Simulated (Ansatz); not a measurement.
**CH$_{10}$Si$_{2}$: geometry relaxation (part 1 of 2)**

CH$_{10}$Si$_{2}$, computed with RKS PBE0-D4/def2-TZVP (Ansatz 0.2.0).

The geometry is a transition state displaced along its imaginary mode. The reaction was set up to form Si1–C7 and Si2–H6 and to break Si1–Si2 and H6–C7 (atoms counted from 1 in the order of the input); sticks are drawn by distance alone. Figures and captions count atoms from 1; the log counts them from 0 in places.

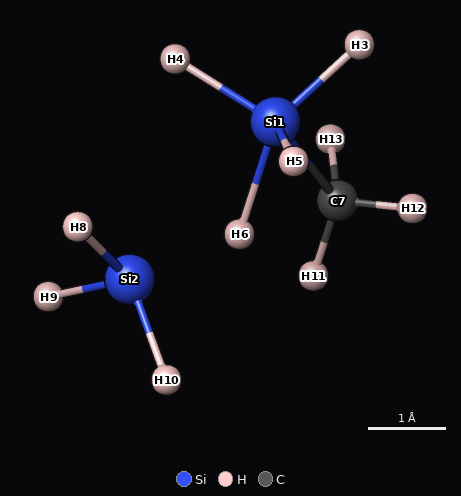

The input geometry (ball-and-stick view, seen at a tilt; atoms are numbered from 1 in the order of the input).

The input:
```yaml
crystal:
  periodic: [false, false, false]
  atoms:
    - {symbol: Si, position_ang: [-0.338216, 0.915307, 0.665707]}
    - {symbol: Si, position_ang: [1.461744, -1.192573, 0.220833]}
    - {symbol: H, position_ang: [-1.284442, 2.062043, 0.784550]}
    - {symbol: H, position_ang: [-0.470676, 0.162030, 2.010305]}
    - {symbol: H, position_ang: [1.012342, 1.615961, 0.485815]}
    - {symbol: H, position_ang: [0.049223, -0.303656, -0.350264]}
    - {symbol: C, position_ang: [-1.350439, 0.350030, -0.984283]}
    - {symbol: H, position_ang: [2.298330, -0.845750, 1.436094]}
    - {symbol: H, position_ang: [1.033970, -2.617522, 0.388472]}
    - {symbol: H, position_ang: [2.342825, -1.102806, -0.954608]}
    - {symbol: H, position_ang: [-1.169698, -0.516433, -1.687495]}
    - {symbol: H, position_ang: [-1.253850, 1.263005, -1.517620]}
    - {symbol: H, position_ang: [-2.331013, 0.210264, -0.497306]}
basis:
  gaussian: {orbitals: def2-TZVP}
hamiltonian: {xc: pbe0, dispersion: d4}
relax: {f_tol: 0.005, max_steps: 200}
```

Launch command:
```bash
ansatz run in.yaml --threads 4 --pin off --events-out ev --progress --plain --max-ram 9574MiB
```

Log:
```
Functional definition: PBE0
  name "PBE0"
  cite "Adamo & Barone, J. Chem. Phys. 110, 6158 (1999) doi:10.1063/1.478522"
  cite "Perdew, Burke & Ernzerhof, Phys. Rev. Lett. 77, 3865 (1996) doi:10.1103/PhysRevLett.77.3865"
  parent pbe
  parameter a = 0.25
  parameter kappa = 0.804
  parameter beta = 0.06672455060314922
  exchange = (1 - a)*pbe_x(kappa = kappa, mu = beta*pi^2/3) + a*exact_x
  correlation = pbe_c(beta = beta)
1156 factors; their error is unknown
mean field evaluation 1: about -16939.5703 eV, gradient 4.7e1 eV
mean field evaluation 2: about -16934.9202 eV, gradient 5.8e1 eV
mean field evaluation 4: about -16944.7532 eV, gradient 2.1e0 eV
mean field evaluation 8: about -16944.7661 eV, gradient 6.4e-2 eV
mean field evaluation 16: about -16944.8262 eV, gradient 2.8e-5 eV
mean field -16944.82621423 eV, -622.7108777574 hartree, gradient 2.8e-5 eV, S^2 0.000000; 0 other end points of the search recorded, 0 dependent functions left out
the calculation of the forces begins
reference -16944.82625146 eV, -622.7108791254 hartree; 22, 22 occupied and 143, 143 virtual orbitals, 1156 factors
relax step   1: F+E_penalty+E_count = -16945.03813112 eV  Δ(F+E_penalty+E_count) = +0.000e0 eV  max|allowed force component| = 2.289e0 eV/Å  Δτ_max = 0.0000 Å  (26 SCF iters, accepted)
these checks for a lower state are left out or cut short: starts, cluster_reference, orbital_swaps, neighbouring_geometries, increment
1156 factors; their error is unknown
mean field -16945.87033019 eV, -622.7492483109 hartree, gradient 1.5e-5 eV, S^2 0.000000; 0 other end points of the search recorded, 0 dependent functions left out
the calculation of the forces begins
reference -16945.87036755 eV, -622.7492496841 hartree; 22, 22 occupied and 143, 143 virtual orbitals, 1156 factors
relax step   2: F+E_penalty+E_count = -16946.08094117 eV  Δ(F+E_penalty+E_count) = -1.043e0 eV  max|allowed force component| = 2.327e0 eV/Å  Δτ_max = 0.1966 Å  (27 SCF iters, accepted)
[... from here on the SCF iterations and repeated set-up lines of each step are left out, up to the last step ...]
relax step   3: F+E_penalty+E_count = -16946.68406988 eV  Δ(F+E_penalty+E_count) = -6.031e-1 eV  max|allowed force component| = 1.067e0 eV/Å  Δτ_max = 0.1948 Å  (27 SCF iters, accepted)
relax step   4: F+E_penalty+E_count = -16947.18467223 eV  Δ(F+E_penalty+E_count) = -5.006e-1 eV  max|allowed force component| = 5.955e-1 eV/Å  Δτ_max = 0.1946 Å  (26 SCF iters, accepted)
relax step   5: F+E_penalty+E_count = -16947.36173311 eV  Δ(F+E_penalty+E_count) = -1.771e-1 eV  max|allowed force component| = 1.477e0 eV/Å  Δτ_max = 0.1943 Å  (28 SCF iters, accepted)
relax step   6: F+E_penalty+E_count = -16947.51281875 eV  Δ(F+E_penalty+E_count) = -1.511e-1 eV  max|allowed force component| = 9.141e-1 eV/Å  Δτ_max = 0.1999 Å  (27 SCF iters, accepted)
relax step   7: F+E_penalty+E_count = -16947.57191849 eV  Δ(F+E_penalty+E_count) = -5.910e-2 eV  max|allowed force component| = 2.454e-1 eV/Å  Δτ_max = 0.2000 Å  (26 SCF iters, accepted)
relax step   8: F+E_penalty+E_count = -16947.57779440 eV  Δ(F+E_penalty+E_count) = -5.876e-3 eV  max|allowed force component| = 2.804e-1 eV/Å  Δτ_max = 0.1523 Å  (26 SCF iters, accepted)
relax step   9: F+E_penalty+E_count = -16947.58507016 eV  Δ(F+E_penalty+E_count) = -7.276e-3 eV  max|allowed force component| = 8.477e-2 eV/Å  Δτ_max = 0.0256 Å  (27 SCF iters, accepted)
relax step  10: F+E_penalty+E_count = -16947.58716878 eV  Δ(F+E_penalty+E_count) = -2.099e-3 eV  max|allowed force component| = 7.478e-3 eV/Å  Δτ_max = 0.0688 Å  (26 SCF iters, accepted)
relax step  11: F+E_penalty+E_count = -16947.58683992 eV  Δ(F+E_penalty+E_count) = +3.289e-4 eV  max|allowed force component| = 1.666e-1 eV/Å  Δτ_max = 0.1817 Å  (26 SCF iters, rejected (line search))
relax step  12: F+E_penalty+E_count = -16947.58833949 eV  Δ(F+E_penalty+E_count) = -1.171e-3 eV  max|allowed force component| = 9.206e-3 eV/Å  Δτ_max = 0.0551 Å  (27 SCF iters, accepted)
relax step  13: F+E_penalty+E_count = -16947.58983447 eV  Δ(F+E_penalty+E_count) = -1.495e-3 eV  max|allowed force component| = 5.715e-2 eV/Å  Δτ_max = 0.0995 Å  (26 SCF iters, accepted)
relax step  14: F+E_penalty+E_count = -16947.59042495 eV  Δ(F+E_penalty+E_count) = -5.905e-4 eV  max|allowed force component| = 8.275e-2 eV/Å  Δτ_max = 0.0687 Å  (27 SCF iters, accepted)
relax step  15: F+E_penalty+E_count = -16947.59124586 eV  Δ(F+E_penalty+E_count) = -8.209e-4 eV  max|allowed force component| = 6.847e-2 eV/Å  Δτ_max = 0.0479 Å  (26 SCF iters, accepted)
relax step  16: F+E_penalty+E_count = -16947.59225999 eV  Δ(F+E_penalty+E_count) = -1.014e-3 eV  max|allowed force component| = 3.079e-2 eV/Å  Δτ_max = 0.1019 Å  (26 SCF iters, accepted)
relax step  17: F+E_penalty+E_count = -16947.59243246 eV  Δ(F+E_penalty+E_count) = -1.725e-4 eV  max|allowed force component| = 1.626e-2 eV/Å  Δτ_max = 0.0157 Å  (28 SCF iters, accepted)
relax step  18: F+E_penalty+E_count = -16947.59251173 eV  Δ(F+E_penalty+E_count) = -7.927e-5 eV  max|allowed force component| = 8.672e-3 eV/Å  Δτ_max = 0.0123 Å  (22 SCF iters, accepted)
relax step  19: F+E_penalty+E_count = -16947.59254662 eV  Δ(F+E_penalty+E_count) = -3.489e-5 eV  max|allowed force component| = 5.125e-3 eV/Å  Δτ_max = 0.0116 Å  (28 SCF iters, accepted)
relax step  20: F+E_penalty+E_count = -16947.59258662 eV  Δ(F+E_penalty+E_count) = -3.999e-5 eV  max|allowed force component| = 6.523e-3 eV/Å  Δτ_max = 0.0189 Å  (28 SCF iters, accepted)
relax step  21: F+E_penalty+E_count = -16947.59263881 eV  Δ(F+E_penalty+E_count) = -5.219e-5 eV  max|allowed force component| = 1.286e-2 eV/Å  Δτ_max = 0.0324 Å  (26 SCF iters, accepted)
relax step  22: F+E_penalty+E_count = -16947.59269079 eV  Δ(F+E_penalty+E_count) = -5.198e-5 eV  max|allowed force component| = 1.932e-2 eV/Å  Δτ_max = 0.0211 Å  (28 SCF iters, accepted)
relax step  23: F+E_penalty+E_count = -16947.59275402 eV  Δ(F+E_penalty+E_count) = -6.322e-5 eV  max|allowed force component| = 6.297e-2 eV/Å  Δτ_max = 0.0671 Å  (26 SCF iters, accepted)
relax step  24: F+E_penalty+E_count = -16947.59296758 eV  Δ(F+E_penalty+E_count) = -2.136e-4 eV  max|allowed force component| = 4.283e-2 eV/Å  Δτ_max = 0.0078 Å  (22 SCF iters, accepted)
relax step  25: F+E_penalty+E_count = -16947.59350620 eV  Δ(F+E_penalty+E_count) = -5.386e-4 eV  max|allowed force component| = 8.788e-3 eV/Å  Δτ_max = 0.0530 Å  (26 SCF iters, accepted)
relax step  26: F+E_penalty+E_count = -16947.59336506 eV  Δ(F+E_penalty+E_count) = +1.411e-4 eV  max|allowed force component| = 1.661e-1 eV/Å  Δτ_max = 0.1915 Å  (26 SCF iters, rejected (line search))
relax step  27: F+E_penalty+E_count = -16947.59416953 eV  Δ(F+E_penalty+E_count) = -6.633e-4 eV  max|allowed force component| = 4.743e-2 eV/Å  Δτ_max = 0.0914 Å  (26 SCF iters, accepted)
relax step  28: F+E_penalty+E_count = -16947.59473401 eV  Δ(F+E_penalty+E_count) = -5.645e-4 eV  max|allowed force component| = 7.335e-2 eV/Å  Δτ_max = 0.0978 Å  (26 SCF iters, accepted)
relax step  29: F+E_penalty+E_count = -16947.59529300 eV  Δ(F+E_penalty+E_count) = -5.590e-4 eV  max|allowed force component| = 6.660e-2 eV/Å  Δτ_max = 0.0409 Å  (27 SCF iters, accepted)
relax step  30: F+E_penalty+E_count = -16947.59660229 eV  Δ(F+E_penalty+E_count) = -1.309e-3 eV  max|allowed force component| = 1.098e-1 eV/Å  Δτ_max = 0.1452 Å  (25 SCF iters, accepted)
relax step  31: F+E_penalty+E_count = -16947.59740468 eV  Δ(F+E_penalty+E_count) = -8.024e-4 eV  max|allowed force component| = 1.040e-1 eV/Å  Δτ_max = 0.0401 Å  (27 SCF iters, accepted)
relax step  32: F+E_penalty+E_count = -16947.59900719 eV  Δ(F+E_penalty+E_count) = -1.603e-3 eV  max|allowed force component| = 1.196e-1 eV/Å  Δτ_max = 0.1062 Å  (26 SCF iters, accepted)
relax step  33: F+E_penalty+E_count = -16947.59991072 eV  Δ(F+E_penalty+E_count) = -9.035e-4 eV  max|allowed force component| = 1.244e-1 eV/Å  Δτ_max = 0.0903 Å  (25 SCF iters, accepted)
relax step  34: F+E_penalty+E_count = -16947.60081100 eV  Δ(F+E_penalty+E_count) = -9.003e-4 eV  max|allowed force component| = 7.974e-2 eV/Å  Δτ_max = 0.0372 Å  (27 SCF iters, accepted)
relax step  35: F+E_penalty+E_count = -16947.60159279 eV  Δ(F+E_penalty+E_count) = -7.818e-4 eV  max|allowed force component| = 2.871e-2 eV/Å  Δτ_max = 0.0577 Å  (27 SCF iters, accepted)
relax step  36: F+E_penalty+E_count = -16947.60183504 eV  Δ(F+E_penalty+E_count) = -2.423e-4 eV  max|allowed force component| = 1.038e-2 eV/Å  Δτ_max = 0.0368 Å  (27 SCF iters, accepted)
relax step  37: F+E_penalty+E_count = -16947.60189163 eV  Δ(F+E_penalty+E_count) = -5.659e-5 eV  max|allowed force component| = 5.886e-3 eV/Å  Δτ_max = 0.0203 Å  (27 SCF iters, accepted)
relax step  38: F+E_penalty+E_count = -16947.60192499 eV  Δ(F+E_penalty+E_count) = -3.335e-5 eV  max|allowed force component| = 4.018e-3 eV/Å  Δτ_max = 0.0103 Å  (28 SCF iters, accepted)
relax step  39: F+E_penalty+E_count = -16947.60195808 eV  Δ(F+E_penalty+E_count) = -3.309e-5 eV  max|allowed force component| = 3.282e-3 eV/Å  Δτ_max = 0.0157 Å  (28 SCF iters, accepted)
relax step  40: F+E_penalty+E_count = -16947.60198515 eV  Δ(F+E_penalty+E_count) = -2.707e-5 eV  max|allowed force component| = 3.292e-3 eV/Å  Δτ_max = 0.0157 Å  (28 SCF iters, accepted)
relax step  41: F+E_penalty+E_count = -16947.60201481 eV  Δ(F+E_penalty+E_count) = -2.966e-5 eV  max|allowed force component| = 6.231e-3 eV/Å  Δτ_max = 0.0188 Å  (27 SCF iters, accepted)
relax step  42: F+E_penalty+E_count = -16947.60203747 eV  Δ(F+E_penalty+E_count) = -2.266e-5 eV  max|allowed force component| = 8.402e-3 eV/Å  Δτ_max = 0.0156 Å  (28 SCF iters, accepted)
relax step  43: F+E_penalty+E_count = -16947.60206698 eV  Δ(F+E_penalty+E_count) = -2.952e-5 eV  max|allowed force component| = 1.077e-2 eV/Å  Δτ_max = 0.0234 Å  (28 SCF iters, accepted)
relax step  44: F+E_penalty+E_count = -16947.60209455 eV  Δ(F+E_penalty+E_count) = -2.757e-5 eV  max|allowed force component| = 1.436e-2 eV/Å  Δτ_max = 0.0206 Å  (28 SCF iters, accepted)
relax step  45: F+E_penalty+E_count = -16947.60212614 eV  Δ(F+E_penalty+E_count) = -3.159e-5 eV  max|allowed force component| = 1.899e-2 eV/Å  Δτ_max = 0.0275 Å  (26 SCF iters, accepted)
relax step  46: F+E_penalty+E_count = -16947.60215160 eV  Δ(F+E_penalty+E_count) = -2.546e-5 eV  max|allowed force component| = 1.892e-2 eV/Å  Δτ_max = 0.0181 Å  (28 SCF iters, accepted)
relax step  47: F+E_penalty+E_count = -16947.60218668 eV  Δ(F+E_penalty+E_count) = -3.508e-5 eV  max|allowed force component| = 1.573e-2 eV/Å  Δτ_max = 0.0247 Å  (27 SCF iters, accepted)
relax step  48: F+E_penalty+E_count = -16947.60221409 eV  Δ(F+E_penalty+E_count) = -2.741e-5 eV  max|allowed force component| = 1.042e-2 eV/Å  Δτ_max = 0.0221 Å  (27 SCF iters, accepted)
relax step  49: F+E_penalty+E_count = -16947.60223540 eV  Δ(F+E_penalty+E_count) = -2.131e-5 eV  max|allowed force component| = 9.886e-3 eV/Å  Δτ_max = 0.0319 Å  (27 SCF iters, accepted)
relax step  50: F+E_penalty+E_count = -16947.60225123 eV  Δ(F+E_penalty+E_count) = -1.583e-5 eV  max|allowed force component| = 1.251e-2 eV/Å  Δτ_max = 0.0281 Å  (26 SCF iters, accepted)
relax step  51: F+E_penalty+E_count = -16947.60226716 eV  Δ(F+E_penalty+E_count) = -1.592e-5 eV  max|allowed force component| = 1.248e-2 eV/Å  Δτ_max = 0.0099 Å  (28 SCF iters, accepted)
relax step  52: F+E_penalty+E_count = -16947.60231923 eV  Δ(F+E_penalty+E_count) = -5.207e-5 eV  max|allowed force component| = 1.862e-2 eV/Å  Δτ_max = 0.0475 Å  (27 SCF iters, accepted)
relax step  53: F+E_penalty+E_count = -16947.60234449 eV  Δ(F+E_penalty+E_count) = -2.526e-5 eV  max|allowed force component| = 2.141e-2 eV/Å  Δτ_max = 0.0220 Å  (28 SCF iters, accepted)
relax step  54: F+E_penalty+E_count = -16947.60238266 eV  Δ(F+E_penalty+E_count) = -3.816e-5 eV  max|allowed force component| = 2.894e-2 eV/Å  Δτ_max = 0.0318 Å  (26 SCF iters, accepted)
relax step  55: F+E_penalty+E_count = -16947.60242155 eV  Δ(F+E_penalty+E_count) = -3.889e-5 eV  max|allowed force component| = 2.862e-2 eV/Å  Δτ_max = 0.0186 Å  (28 SCF iters, accepted)
relax step  56: F+E_penalty+E_count = -16947.60250329 eV  Δ(F+E_penalty+E_count) = -8.174e-5 eV  max|allowed force component| = 3.833e-2 eV/Å  Δτ_max = 0.0483 Å  (26 SCF iters, accepted)
relax step  57: F+E_penalty+E_count = -16947.60256488 eV  Δ(F+E_penalty+E_count) = -6.160e-5 eV  max|allowed force component| = 3.682e-2 eV/Å  Δτ_max = 0.0223 Å  (27 SCF iters, accepted)
relax step  58: F+E_penalty+E_count = -16947.60270143 eV  Δ(F+E_penalty+E_count) = -1.365e-4 eV  max|allowed force component| = 4.129e-2 eV/Å  Δτ_max = 0.0493 Å  (26 SCF iters, accepted)
relax step  59: F+E_penalty+E_count = -16947.60280445 eV  Δ(F+E_penalty+E_count) = -1.030e-4 eV  max|allowed force component| = 5.025e-2 eV/Å  Δτ_max = 0.0464 Å  (27 SCF iters, accepted)
relax step  60: F+E_penalty+E_count = -16947.60293516 eV  Δ(F+E_penalty+E_count) = -1.307e-4 eV  max|allowed force component| = 5.110e-2 eV/Å  Δτ_max = 0.0280 Å  (26 SCF iters, accepted)
relax step  61: F+E_penalty+E_count = -16947.60320793 eV  Δ(F+E_penalty+E_count) = -2.728e-4 eV  max|allowed force component| = 5.820e-2 eV/Å  Δτ_max = 0.0629 Å  (27 SCF iters, accepted)
relax step  62: F+E_penalty+E_count = -16947.60340487 eV  Δ(F+E_penalty+E_count) = -1.969e-4 eV  max|allowed force component| = 6.376e-2 eV/Å  Δτ_max = 0.0464 Å  (27 SCF iters, accepted)
relax step  63: F+E_penalty+E_count = -16947.60364196 eV  Δ(F+E_penalty+E_count) = -2.371e-4 eV  max|allowed force component| = 6.675e-2 eV/Å  Δτ_max = 0.0409 Å  (27 SCF iters, accepted)
relax step  64: F+E_penalty+E_count = -16947.60396432 eV  Δ(F+E_penalty+E_count) = -3.224e-4 eV  max|allowed force component| = 6.630e-2 eV/Å  Δτ_max = 0.0573 Å  (25 SCF iters, accepted)
relax step  65: F+E_penalty+E_count = -16947.60427347 eV  Δ(F+E_penalty+E_count) = -3.092e-4 eV  max|allowed force component| = 6.647e-2 eV/Å  Δτ_max = 0.0471 Å  (27 SCF iters, accepted)
relax step  66: F+E_penalty+E_count = -16947.60461929 eV  Δ(F+E_penalty+E_count) = -3.458e-4 eV  max|allowed force component| = 6.289e-2 eV/Å  Δτ_max = 0.0583 Å  (27 SCF iters, accepted)
relax step  67: F+E_penalty+E_count = -16947.60491110 eV  Δ(F+E_penalty+E_count) = -2.918e-4 eV  max|allowed force component| = 6.103e-2 eV/Å  Δτ_max = 0.0465 Å  (27 SCF iters, accepted)
relax step  68: F+E_penalty+E_count = -16947.60519984 eV  Δ(F+E_penalty+E_count) = -2.887e-4 eV  max|allowed force component| = 4.845e-2 eV/Å  Δτ_max = 0.0409 Å  (27 SCF iters, accepted)
relax step  69: F+E_penalty+E_count = -16947.60544610 eV  Δ(F+E_penalty+E_count) = -2.463e-4 eV  max|allowed force component| = 2.778e-2 eV/Å  Δτ_max = 0.0422 Å  (27 SCF iters, accepted)
relax step  70: F+E_penalty+E_count = -16947.60555398 eV  Δ(F+E_penalty+E_count) = -1.079e-4 eV  max|allowed force component| = 1.267e-2 eV/Å  Δτ_max = 0.0312 Å  (27 SCF iters, accepted)
these checks for a lower state are left out or cut short: starts, cluster_reference, orbital_swaps, neighbouring_geometries, increment
1156 factors; their error is unknown
mean field -16947.42552897 eV, -622.8064008122 hartree, gradient 2.3e-5 eV, S^2 0.000000; 0 other end points of the search recorded, 0 dependent functions left out
the calculation of the forces begins
reference -16947.42556841 eV, -622.8064022614 hartree; 22, 22 occupied and 143, 143 virtual orbitals, 1156 factors
relax step  71: F+E_penalty+E_count = -16947.60558385 eV  Δ(F+E_penalty+E_count) = -2.987e-5 eV  max|allowed force component| = 4.124e-3 eV/Å  Δτ_max = 0.0097 Å  (28 SCF iters, accepted)
1156 factors; their error is unknown
mean field evaluation 512: about -16947.3650 eV, gradient 1.5e-1 eV
```

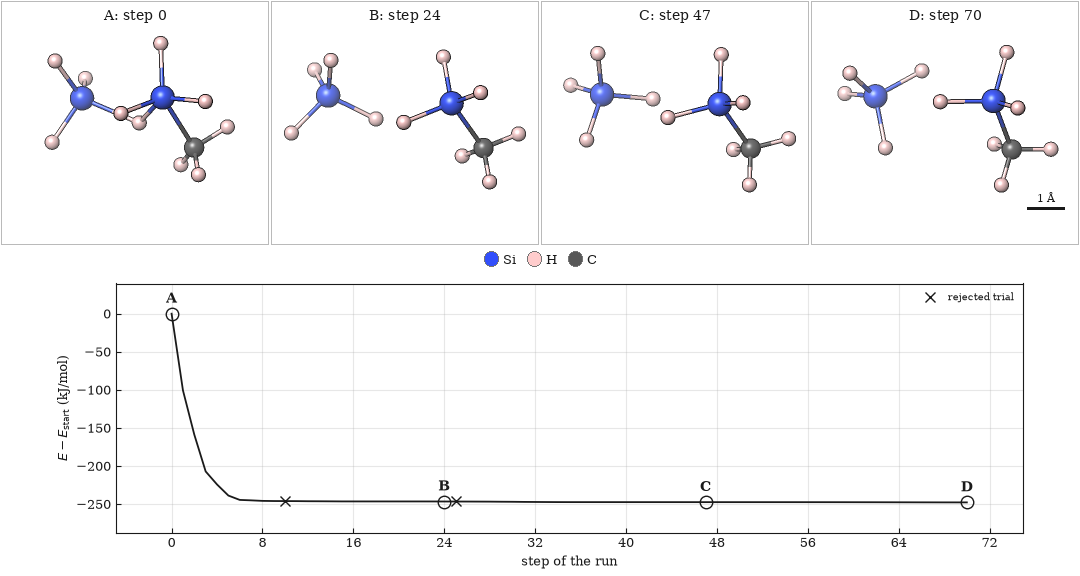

Frames of the relaxation (ball-and-stick view, seen at a tilt) above the curves, on which the letters mark them (the first geometry is step 0 here and step 1 in the log).

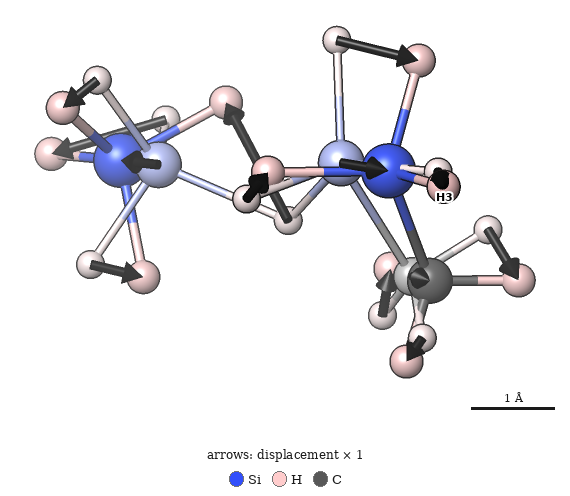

Start (faint) and end (solid) with the displacements as black arrows, at true length (ball-and-stick view, seen at a tilt). The two geometries are laid on each other by the best rigid fit. H6 moves most after the best rigid fit: 1.91 Å. Largest moves by element: H 1.91 Å, Si 0.66 Å, C 0.36 Å. Among the contacts that change: Si1–H6 1.633 → 3.404 Å, Si2–H6 1.764 → 1.486 Å, Si1–C7 2.017 → 1.870 Å, Si1–H4 1.547 → 1.488 Å. Bonds break: Si1–H6 (1.63 → 3.40 Å). Among the angles that change: H3–Si1–C7 87.8° → 110.7°, Si1–C7–H11 130.1° → 110.8°, H6–Si2–H8 125.9° → 109.6°. After 70 geometry steps the energy has fallen by 247.7 kJ/mol. The largest force component goes from 2.3 to 0.0041 eV/Å. The line search rejected the trial steps at points 10, 25 (counted from 0) and went back. (Atoms are counted from 1 in the order of the input.)

```
mean field -16947.42552897 eV, -622.8064008122 hartree, gradient 2.6e-5 eV, S^2 0.000000; 1 other end points of the search recorded, 0 dependent functions left out
the calculation of the forces begins
reference -16947.42556841 eV, -622.8064022614 hartree; 22, 22 occupied and 143, 143 virtual orbitals, 1156 factors
Total energy: -16947.60562328 eV, -622.8130191559 hartree
Atom 0 at    -0.857687     1.310819     0.708688 Å, force    -0.002292    -0.000242    -0.000465 eV/Å
Atom 1 at     1.813662    -1.677655     0.142155 Å, force     0.000974    -0.001740     0.001490 eV/Å
Atom 2 at    -1.218903     2.734589     0.947747 Å, force     0.001081     0.000077    -0.000379 eV/Å
Atom 3 at    -1.474492     0.485401     1.781745 Å, force     0.000761    -0.000095    -0.000223 eV/Å
Atom 4 at     0.622077     1.187732     0.822961 Å, force    -0.000975    -0.000166    -0.000103 eV/Å
Atom 5 at     0.434526    -1.838508     0.670367 Å, force     0.000204     0.001589    -0.000935 eV/Å
Atom 6 at    -1.441562     0.756237    -0.978987 Å, force    -0.000486     0.001062    -0.002411 eV/Å
Atom 7 at     2.660947    -1.003802     1.156654 Å, force    -0.001200     0.000856    -0.000870 eV/Å
```
